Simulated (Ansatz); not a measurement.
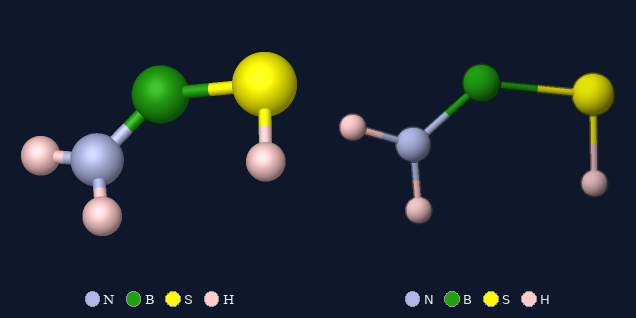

Two views of one molecule.

Charge 0, doublet.

Which formula does it have?

BH3NS, 6 atoms: 1 boron, 3 hydrogen, 1 nitrogen and 1 sulfur.

Give a SMILES string for it.

N[B]S

How many sets of symmetry-equivalent atoms are there?

6: 1 N, 1 B, 1 S, 1 H, 1 H, 1 H.

How many bonds of each kind are drawn?

2 N–H, 1 B–N, 1 B–S, 1 S–H.

Which point group does it belong to?

Cs.

More results for the same structure follow; atom numbers are the same in all pictures, views and colours differ. The computed structure is the end point of a PBE0-D4/def2-TZVP optimisation.

Geometry

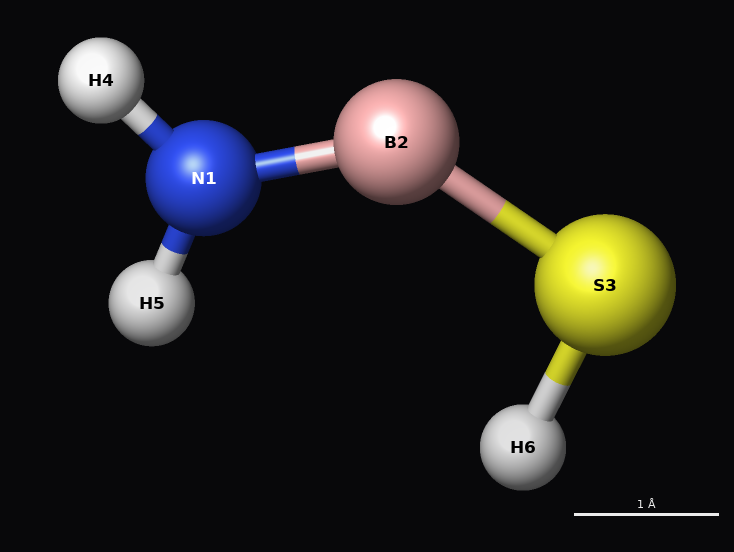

What are the angles B2–N1–H4, B2–N1–H5, H4–N1–H5, N1–B2–S3, B2–S3–H6?

| angle | degrees |
| --- | --- |
| B2–N1–H4 | 122.5 |
| B2–N1–H5 | 124.0 |
| H4–N1–H5 | 113.6 |
| N1–B2–S3 | 132.0 |
| B2–S3–H6 | 100.0 |

Dipole moment

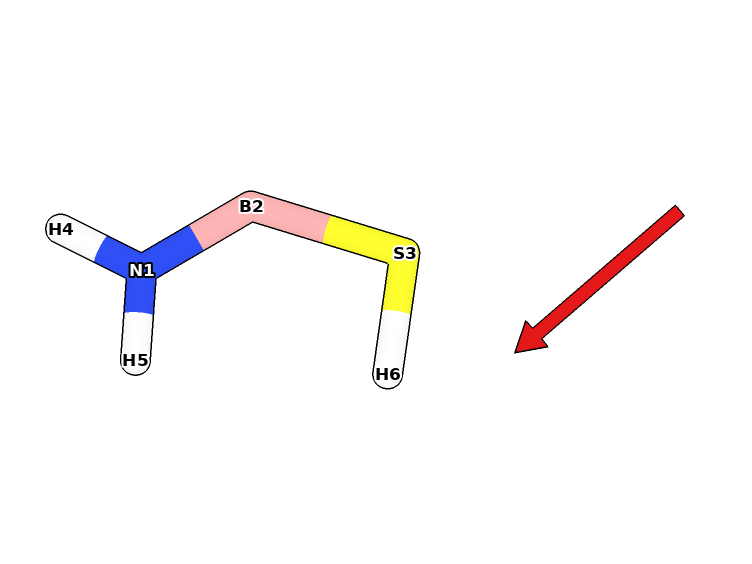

The arrow beside the molecule shows the direction of the dipole moment, from the negative to the positive end (its length means nothing). Method: UKS PBE0-D4/def2-TZVP (Ansatz 0.2.0).

How large is the dipole moment?

2.93 D; it points from the side of S3 to the side of H5 (the outermost atoms at the two ends).

Thermal motion

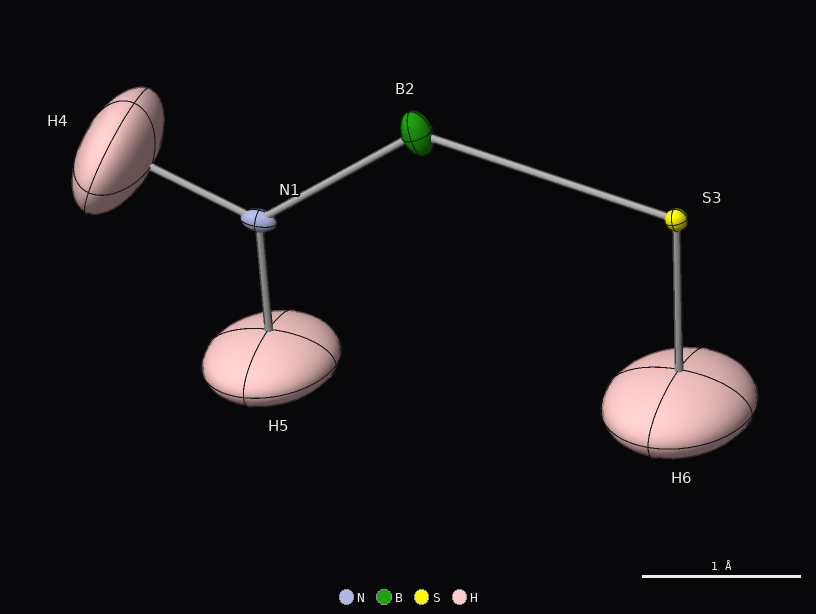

Displacement ellipsoids at the 50 % level, enlarged 2 times, from the internal vibrations of the free molecule (harmonic, no overall translation or rotation; no half-axis is drawn under 0.075 Å). Vibrations computed with UKS PBE0-D4/def2-TZVP (Ansatz 0.2.0). Temperature: 0 K (zero-point motion alone).

Give the displacement parameters, one line for each set of equivalent atoms.

```tsv
atom	U_eq (Å²)	rms amplitudes (Å)
N1	0.00085	0.019, 0.025, 0.040
B2	0.0016	0.033, 0.035, 0.050
S3	0.00022	0.009, 0.010, 0.022
H4	0.0176	0.075, 0.125, 0.177
H5	0.0174	0.068, 0.141, 0.166
H6	0.0222	0.080, 0.158, 0.188
```

Charges

The questions are on Mulliken charges. Properties computed with UKS PBE0-D4/def2-TZVP (Ansatz 0.2.0).

List the Mulliken charges.

| atom | value (e) |
| --- | --- |
| N1 | −0.44 |
| B2 | 0.04 |
| S3 | −0.22 |
| H4 | 0.26 |
| H5 | 0.23 |
| H6 | 0.13 |

Mulliken values depend strongly on the basis set and can even reverse the polarity of a bond.
